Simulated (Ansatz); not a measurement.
Input file:

```
crystal:
  lattice:
    - [5.0610033503, 0.0, 0.0]
    - [0.0, 5.0610033503, 0.0]
    - [0.0, 0.0, 5.0610033503]
  atoms:
    - { symbol: H, position: [0.4214386176, 0.0, 0.0] }
    - { symbol: H, position: [0.5785613824, 0.0, 0.0] }
    - { symbol: H, position: [0.0, 0.4214386176, 0.0] }
    - { symbol: H, position: [0.0, 0.5785613824, 0.0] }
    - { symbol: H, position: [0.0, 0.0, 0.4214386176] }
    - { symbol: H, position: [0.0, 0.0, 0.5785613824] }
    - { symbol: Pt, position: [0.0, 0.5, 0.5] }
    - { symbol: Pt, position: [0.5, 0.0, 0.5] }
    - { symbol: Pt, position: [0.5, 0.5, 0.0] }
    - { symbol: Pt, position: [0.5, 0.5, 0.5] }
basis:
  ecutwfc: 420
kpoints:
  mp_grid: { grid: [8, 8, 8] }
hamiltonian:
  xc: pbe
scf:
  occupations: { method: gaussian, width: 0.1 }
output:
  forces: true
  stress: true
  eigenvalues: true
  write_density: true
  write_potential: true
  elf: true
  volumetric_format: npy
relax:
  adjacent_minimum: "off"
  f_tol: 0.01
  max_steps: 80
  cell: { stress_tol: 0.05 }
```

Command:

```sh
ansatz run input.yaml --threads 1 --pin off --max-ram 2560MiB --backend cpu --events-out ev --progress --plain --runs-dir out
```

Below, planes, directions and counts refer to the conventional cell (a = 5.06 Å, b = 5.06 Å, c = 5.06 Å, α = 90.00°, β = 90.00°, γ = 90.00°).

Space group Pm-3m; a structure generated by program, which may or may not match a known phase.

Computed with DFT PBE, scalar-relativistic, plane waves, PAW (Ansatz).

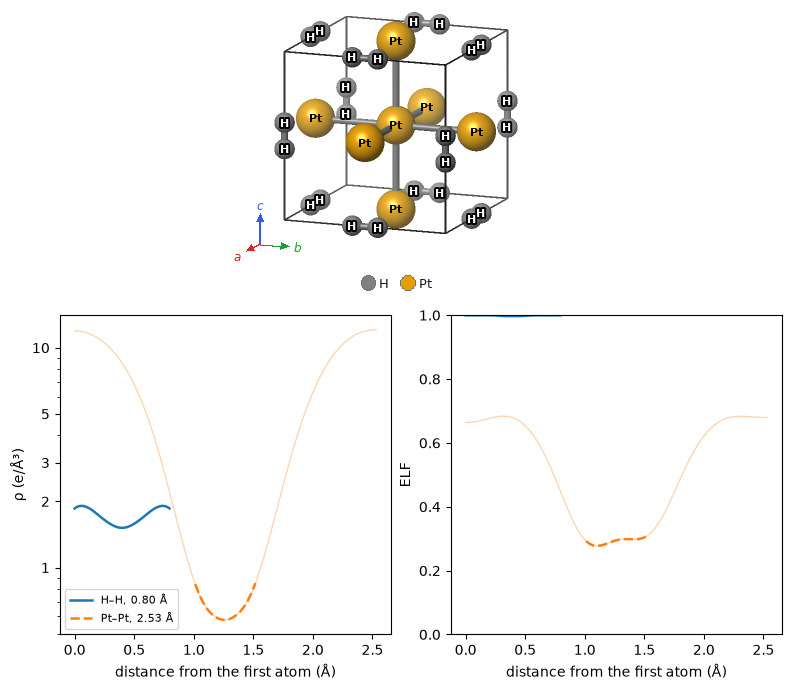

H3Pt2. Valence charge density (pseudo) and electron localisation function along straight lines between neighbouring atoms. Thin, pale parts lie inside the atomic spheres. The structure is drawn too.

The density is the valence pseudo-density of a PAW calculation; it isn't the true density close to the nuclei.

What can be read from the curves?

Answer. H–H (0.80 Å): the density is about 1.5 e/Å³ at the midpoint; the ELF is about 1 at the midpoint.
Pt–Pt (2.53 Å): ρ at the midpoint is about 0.58 e/Å³; the ELF is about 0.30 at the midpoint; no shared electron pair shows on this line.
